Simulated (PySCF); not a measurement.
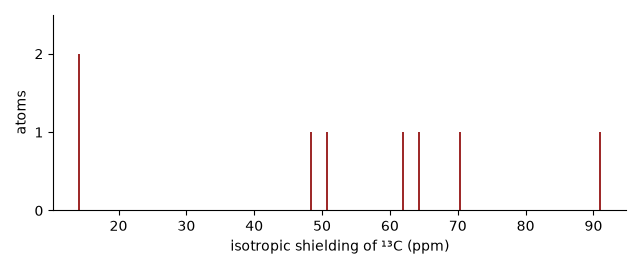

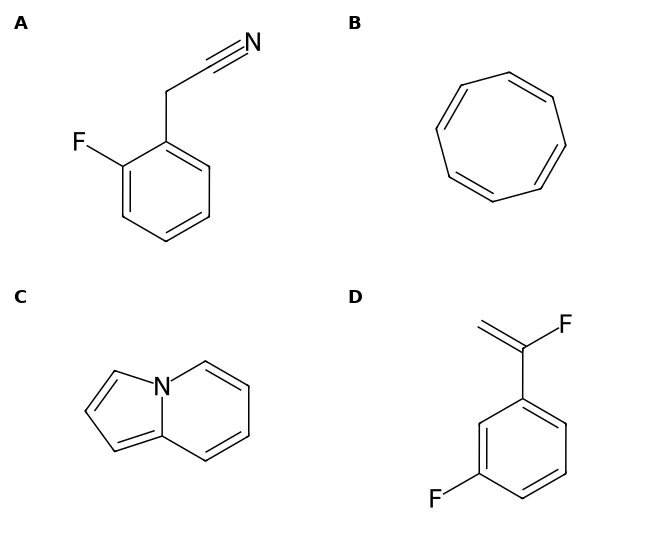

The sticks are computed shieldings of one of the molecules, for one fixed geometry (GFN2-xTB) without averaging over rotations. Low shielding means a high chemical shift. Method: GIAO PBE0/pcSseg-1 NMR shielding, non-relativistic, gas phase (PySCF 2.14.0).

Question: Which molecule gives this pattern?

Answer: D, `C=C(F)c1cccc(F)c1`. Its 8 C atoms give lines at 14.2 (2 atoms), 48.3, 50.7, 62.0, 64.3, 70.4, 91.0 ppm.
